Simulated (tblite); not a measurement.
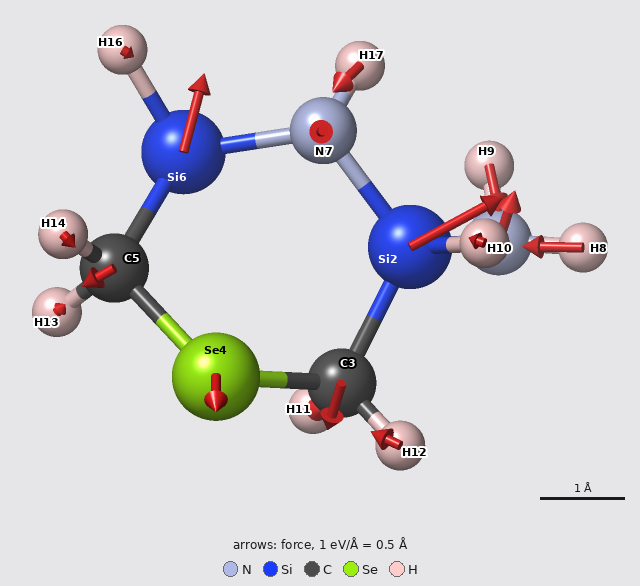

Starting geometry of C₂H₁₀N₂SeSi₂ with the computed forces as red arrows. A ball-and-stick model, seen at a tilt.

Computed with tblite 0.8.0, GFN2-xTB geometry optimisation, gas phase. 

What follows when this structure is relaxed?

It isn't relaxed: the largest force vector, on a Si atom, is 2.57 eV/Å. The final displacements have little in common with the starting forces (cosine between the two patterns 0.14). Over 178 geometry steps the energy falls by 16.8 kcal/mol. The largest move after the best rigid fit is that of an H atom, 1.39 Å. Largest moves by element: H 1.39 Å, N 0.79 Å, Si 0.38 Å, C 0.34 Å, Se 0.23 Å. Among the contacts that change: N–Si 1.804 → 1.725 Å, C–Si 1.836 → 1.894 Å, C–Si 1.851 → 1.899 Å, H–N 1.051 → 1.006 Å. Among the angles between lasting bonds that change: Si–N–Si 116.2° → 127.1°, N–Si–H 106.9° → 116.4°, C–Se–C 107.5° → 98.0°. Groups turn about C–Si by about 70°, C–Se by about 35°. The run took 1.6 s on 1 thread of Arm Neoverse V1, with other jobs on the host.
